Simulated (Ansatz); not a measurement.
# Na2VN2, from a guessed structure to a relaxed one, part 2 of 2

This structure for Na2VN2 is made up. Its elements were placed in a known structure type with a cell scaled to their sizes. What cell does the guess relax to, and how far off was it?

Ansatz 0.2.0; DFT, PBE, plane-wave PAW, files of the set soft_1, scalar-relativistic, ferromagnetic start, cell and ions relaxed at zero pressure; PAW set soft_1 (the session's first sound run).

So far: The starting structure; Relaxing cell and atoms. The relaxed cell has a = 2.971, c = 8.859 Å (conventional setting).

### Step 3. Electronic structure of the relaxed cell

A second self-consistent run takes a narrower smearing and the mesh shown in its input; the bands follow along the standard path of the relaxed lattice.

This step: DFT, PBE, plane-wave PAW, files of the set soft_1, scalar-relativistic, no spin, bands and density of states at the relaxed cell; PAW set soft_1 (Ansatz 0.2.0).

The input, input.yaml:

```yaml
crystal:
  lattice:
    - [2.9711184876, 0.0, 0.0]
    - [-1.4855592438, 2.5730640879, 0.0]
    - [0.0, 0.0, 8.8594622692]
  atoms:
    - { symbol: V, position: [0.0, 0.0, 0.0] }
    - { symbol: Na, position: [0.3333333333, 0.6666666667, 0.6937633268] }
    - { symbol: Na, position: [0.6666666667, 0.3333333333, 0.3062366732] }
    - { symbol: "N", position: [0.3333333333, 0.6666666667, 0.1204535333] }
    - { symbol: "N", position: [0.6666666667, 0.3333333333, 0.8795464667] }
kpoints:
  mp_grid: { grid: [12, 12, 4] }
  band_path:
    path:
      - [[0.0, 0.0, 0.0], [0.5, 0.0, 0.0], [0.33333333, 0.33333333, 0.0], [0.0, 0.0, 0.0], [0.0, 0.0, 0.5], [0.5, 0.0, 0.5], [0.33333333, 0.33333333, 0.5], [0.0, 0.0, 0.5]]
      - [[0.5, 0.0, 0.5], [0.5, 0.0, 0.0]]
      - [[0.33333333, 0.33333333, 0.0], [0.33333333, 0.33333333, 0.5]]
    npoints: 8
scf:
  occupations: { method: fermi_dirac, width: 0.03 }
  n_extra_bands: 9
hamiltonian:
  xc: pbe
  pseudopotentials: { kind: paw, azcp: { folder: soft_1 } }
output:
  forces: true
  stress: true
  write_bands: true
  dos: { projected: true }
  write_density: true
  write_potential: true
  elf: true
  volumetric_format: npy
```

Launch:

```bash
$ ansatz run input.yaml --threads 4 --pin off --max-ram 8192MiB --backend cpu --events-out ev --progress --plain --runs-dir out
```

Numbers of over 12 decimals in the logs are rounded to 6 here.

The log of the run:

```text
[...]
Crystal: 5 atoms, lattice volume = 67.730 Å³
Basis set: ecut = 420 eV, 1301 PW (Γ), exchange–correlation on 40×40×120 points (8 copies of the dense FFT grid, shifted against one another)
Bands: 30, of which v1, the nominal top of the filled ones, is band 21 counted from 1 (20 counted from 0)
Symmetry: 12 space group operations
[...]
k-points: 69 of 576
[...]
SCF iter   1: F=—  HF=-6656.648048 eV  |F-HF|=—  |Δ(HF+E_count)|=         —  Δρ=1.09e-1  dr2=1.04e1  ethr=3.10e-3  ⟨swp⟩=5.2  Hψ=7759  notcnv=0
[...]
SCF iter   9: F=-6655.124300 eV  HF=-6655.124300 eV  |F-HF|=2.16e-8  |Δ(HF+E_count)|=   3.14e-8  Δρ=2.63e-6  dr2=2.51e-8  ethr=2.44e-10  ⟨swp⟩=13.8  Hψ=12394  notcnv=0
SCF 1 converged in 9 iterations: F = -6655.124300 eV  dr2 = 2.51e-8
[...]
NSCF: frozen V_eff on 75 k-points
SCF converged after 9 iterations
Free energy (F): -6655.124300 eV
[...]
Internal energy: -6655.121346 eV  (E = F + TS)
E sigma→0 (E₀):  -6655.122823 eV
Entropy (-TS):   -0.002954 eV (-0.591 meV/atom)
Fermi energy:    7.975951 eV
[...]
--- Forces (eV/Å), atoms counted from 1 ---
  atom   1  V     -0.00000000     0.00000000     0.00000000
  atom   2  Na    -0.00000000     0.00000000     0.02226633
  atom   3  Na     0.00000000    -0.00000000    -0.02226633
  atom   4  N      0.00000000     0.00000000     0.04255538
  atom   5  N     -0.00000000    -0.00000000    -0.04255538
  max |Σ_I F_I| component: 1.85e-17 eV/Å
--- Stress (GPa, compression-positive) ---
       -0.041992       0.000000       0.000000
        0.000000      -0.041992      -0.000000
        0.000000      -0.000000       0.066659
  P = ⅓ Tr σ = -0.0058 GPa (-0.058 kbar)
--- Band table (eV; the first three rows and the last of 69) ---
  k-point 0: bands = [... 17 lower, 5.6684, 5.6855, 7.7657, 7.7657, 7.8063, 7.8063, 9.4020, 10.6785, ... 5 higher]
  k-point 1: bands = [... 17 lower, 4.9880, 6.5389, 7.7656, 7.7656, 7.8063, 7.8063, 9.0912, 10.6511, ... 5 higher]
  k-point 2: bands = [... 17 lower, 4.7151, 7.0764, 7.7657, 7.7657, 7.8063, 7.8063, 8.6895, 10.6325, ... 5 higher]
  k-point 68: bands = [... 17 lower, 5.0254, 5.0254, 5.4820, 8.2671, 9.2942, 9.2942, 11.7815, 11.7815, ... 5 higher]
```

It took 3.6 s on 4 threads of Arm Neoverse V1, shared host; peak memory 0.43 GiB.

Numbers from this step:

| Item | Value |
| --- | --- |
| free energy | -6655.1243 eV |
| energy at zero smearing | -6655.1228 eV |
| smearing term TS | 0.002954 eV |
| Fermi energy | 7.976 eV |
| pressure | -0.005775 GPa |

bands.tsv at the labelled points (eV, zero at the Fermi level; the bands that come nearest the Fermi level along the path):

```tsv
point	band 18	band 19	band 20	band 21	band 22	band 23	band 24	band 25
Γ	-2.31	-2.29	-0.21	-0.21	-0.17	-0.17	1.43	2.70
M	-3.61	-2.03	-1.60	-0.13	0.80	1.34	2.56	3.24
K	-2.95	-2.95	-2.49	0.29	1.33	1.33	3.72	3.72
Γ	-2.31	-2.29	-0.21	-0.21	-0.17	-0.17	1.43	2.70
A	-3.26	-0.90	-0.21	-0.21	-0.17	-0.17	0.71	2.66
L	-3.61	-2.01	-1.60	-0.15	0.80	1.33	2.57	3.15
H	-2.95	-2.95	-2.49	0.29	1.32	1.32	3.81	3.81
A	-3.26	-0.90	-0.21	-0.21	-0.17	-0.17	0.71	2.66
L	-3.61	-2.01	-1.60	-0.15	0.80	1.33	2.57	3.15
M	-3.61	-2.03	-1.60	-0.13	0.80	1.34	2.56	3.24
K	-2.95	-2.95	-2.49	0.29	1.33	1.33	3.72	3.72
H	-2.95	-2.95	-2.49	0.29	1.32	1.32	3.81	3.81
```

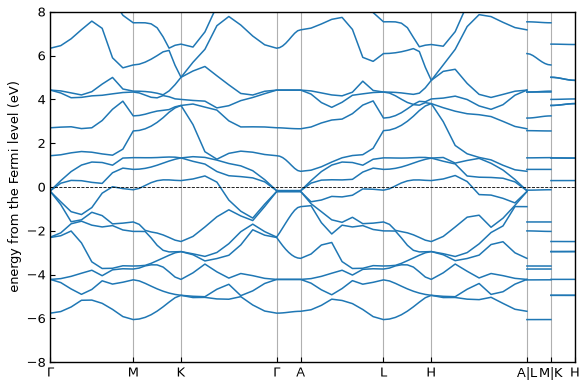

Bands along the path. 14 bands lie wholly below the window drawn.

States per cell as run, both spins, in windows of 1 eV, from dos.tsv (zero at the Fermi level): Near the top, bands beyond those computed are missing, so counts there can be too low.

| from | to | total |
| --- | --- | --- |
| -8 | -7 | 0.00 |
| -7 | -6 | 0.01 |
| -6 | -5 | 1.98 |
| -5 | -4 | 2.49 |
| -4 | -3 | 3.25 |
| -3 | -2 | 1.92 |
| -2 | -1 | 2.37 |
| -1 | 0 | 1.00 |
| 0 | 1 | 2.98 |
| 1 | 2 | 3.46 |
| 2 | 3 | 0.90 |
| 3 | 4 | 2.48 |
| 4 | 5 | 2.90 |
| 5 | 6 | 0.87 |

A further 28.0 states lie below the table's range.

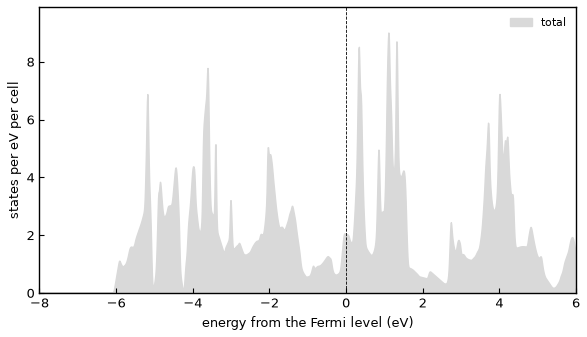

Total density of states, smoothed over about 0.04 eV.

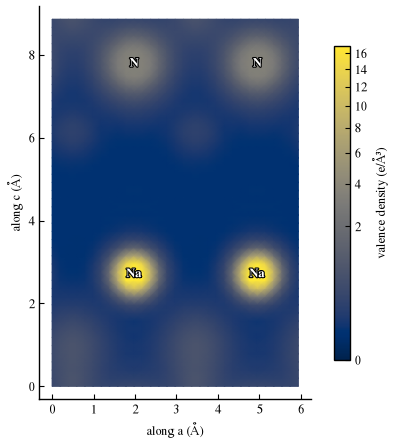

Valence density in the ac plane at fractional y = 0.333, with atoms of Na and N within 0.2 Å of it. It is the smooth field of the valence electrons, not physical close to the nuclei. The colour scale is stretched toward low values.

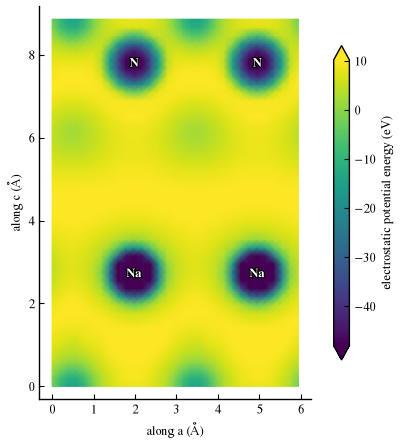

Electrostatic potential energy in the ac plane at fractional y = 0.333, with atoms of Na and N within 0.2 Å of it. With pseudopotentials it is smooth inside the atoms' cores, unlike the true potential.

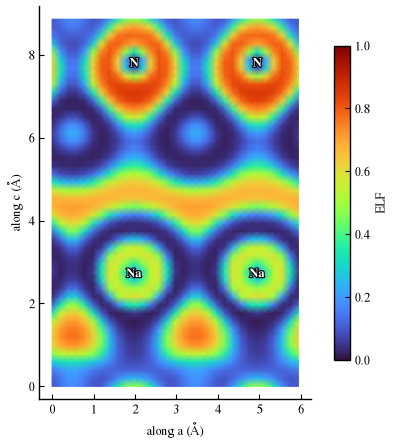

ELF in the ac plane at fractional y = 0.333, with atoms of Na and N within 0.2 Å of it. It is the smooth field of the valence electrons, not physical close to the nuclei.

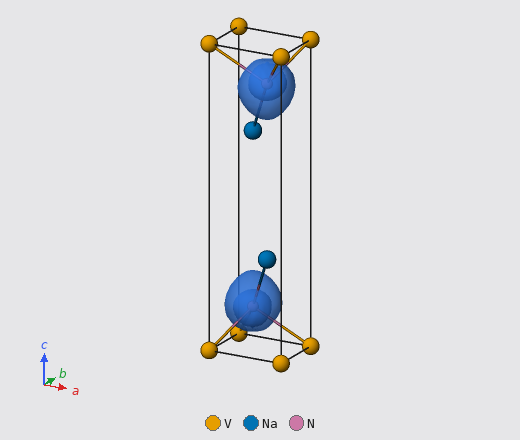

Surface of ELF = 0.78. Bonds to atoms that aren't drawn are left out.

### Step 4. Results

| Quantity | Value |
| --- | --- |
| space group, relaxed | P-3m1 |
| conventional cell | a = 2.971, b = 2.971, c = 8.859 Å; α = 90.0°, β = 90.0°, γ = 120.0° |
| volume per atom | 13.55 Å³ (guess 16.70) |
| total moment | 0.00 μB in the cell of 5 atoms |

Na2VN2 relaxes to P-3m1 with a = 2.971, b = 2.971 and c = 8.859 Å. The guessed volume was 23 % too large. The space group P-3m1 was held in the relaxation, so the end point is a stationary structure within it and may be a saddle against distortions or other arrangements. The moments died out from this one start and weren't seeded again at the relaxed cell. Bands cross the Fermi level, so it is a metal or semimetal at this level. The electron count is odd, which forces that without spin polarisation or a larger cell. On the 12×12×4 mesh with the narrower smearing (relaxed on 9×9×3) the largest force component is 0.043 eV/Å and the largest stress component is 0.067 GPa, against the relaxation's thresholds of 0.015 eV/Å and 0.05 GPa. The cutoff wasn't tested. A vector of the cell changed its length by 10 %, more than the volume shows. No dispersion term is used, so weakly bound directions may come out too long. Nothing here tests whether the compound is stable against decomposition.

[Logs are printed without paths, hosts, clocks, repeated set-up lines and the standing remarks that a program may print on its own settings, such as how far it seeks lower states.]

[Hosts, paths, dates, database ids (printed as entryN), source tags and the programs' standing remarks are cut or masked in the printed files.]
